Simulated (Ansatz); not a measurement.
The calculation's input:

```
crystal:
  periodic: [false, false, false]
  atoms:
    - { symbol: C, position_ang: [-0.431, 1.6442, -0.782] }
    - { symbol: Al, position_ang: [-0.0529, -0.1614, -0.1936] }
    - { symbol: C, position_ang: [1.0874, -0.4388, 1.3789] }
    - { symbol: "N", position_ang: [-0.6882, -1.6495, -1.1369] }
    - { symbol: H, position_ang: [-1.138, 1.6364, -1.7015] }
    - { symbol: H, position_ang: [-0.9964, 2.2476, 0.0228] }
    - { symbol: H, position_ang: [0.4858, 2.222, -1.0512] }
    - { symbol: H, position_ang: [2.0567, -1.0004, 1.0841] }
    - { symbol: H, position_ang: [0.565, -0.9866, 2.2098] }
    - { symbol: H, position_ang: [1.4336, 0.5444, 1.8245] }
    - { symbol: H, position_ang: [-0.4631, -2.5137, -0.5964] }
    - { symbol: H, position_ang: [-1.782, -1.5993, -1.0247] }
basis:
  gaussian: { orbitals: def2-mTZVP }
hamiltonian:
  xc: blyp
relax:
  f_tol: 0.015
  max_steps: 40
output:
  orbitals: {}
```

Command:

```sh
ansatz run input.yaml --threads 2 --pin off --max-ram 3072MiB --backend cpu --events-out ev --progress --plain --runs-dir out
```

The fields are those of the run's last geometry, not of the input's.

The calculation used RKS BLYP/def2-mTZVP in Ansatz.

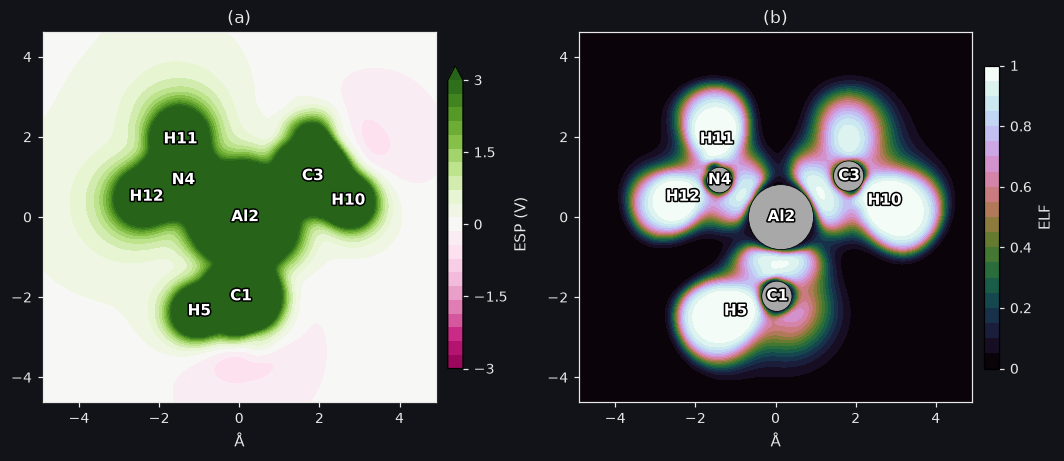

C2H8AlN (SMILES [CH3][Al]([CH3])[NH2]). (a) electrostatic potential; (b) electron localisation function on the plane of atoms Al2, C1 and H5. Grey discs cover the atomic cores in the ELF map.

**Describe what can be read from this map.**

The section cuts through C, Al, N and H sites. Al–N (1.80 Å): the ELF peaks at about 0.90 in the valence shell of N, 0.7 Å from its nucleus, and is about 0.65 at the midpoint. C–Al (1.98 Å): the ELF peaks at about 0.95 between the atoms, as expected for a polar covalent bond. N–H (1.02 Å): the ELF climbs to about 1 towards the hydrogen, as it does in any bond to H; an ordinary covalent bond to hydrogen. C–H (1.10 Å): the ELF climbs to about 1 towards the hydrogen (a covalent bond by its length). Outside the dense part of the molecule the potential is most negative (−0.6 V) near C1.
